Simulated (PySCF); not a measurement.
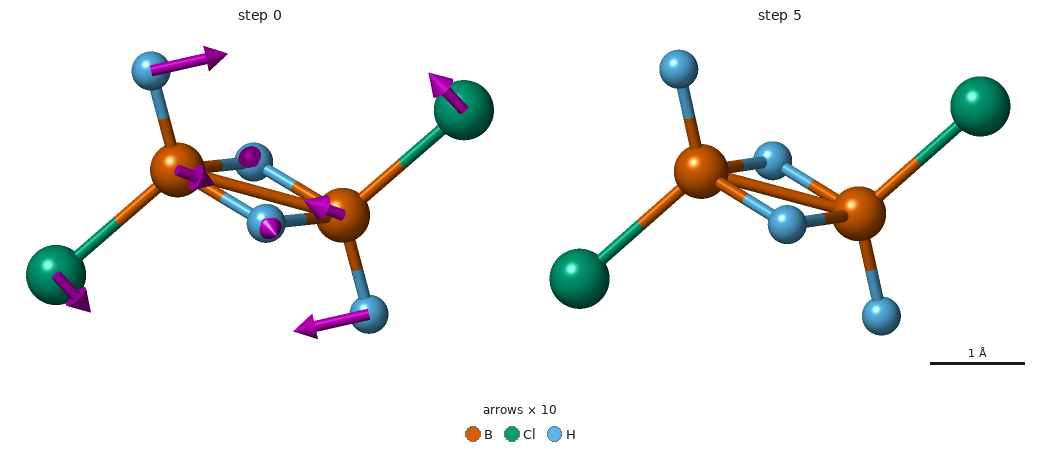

The structure of B₂H₄Cl₂ before (left) and after (right) a relaxation, at one scale. The purple arrows give the displacements, magnified 10 times.

The picture is a ball-and-stick view, seen at a tilt.

The start comes from GFN2-xTB.

Theory: PBE0-D3(BJ)/def2-SVP geometry optimisation, gas phase in PySCF. 

**What changed between the two?**

An H atom moves most after the best rigid fit: 0.085 Å. Largest moves by element: H 0.085 Å, Cl 0.059 Å, B 0.049 Å. Near-neighbour distances that change, for instance: B–B 1.874 → 1.781 Å, B–H 1.171 → 1.200 Å, B–H 1.358 → 1.335 Å, B–Cl 1.753 → 1.770 Å. Bond angles that change, for instance: H–B–H 91.5° → 96.3°, B–H–B 88.4° → 83.7°, H–B–H 112.2° → 109.1°. Over 5 geometry steps the energy falls by 2.72 kcal/mol. Largest force component: 1.2 eV/Å at the start, 0.017 eV/Å at the end. The run took roughly 14 core-seconds on a shared host.
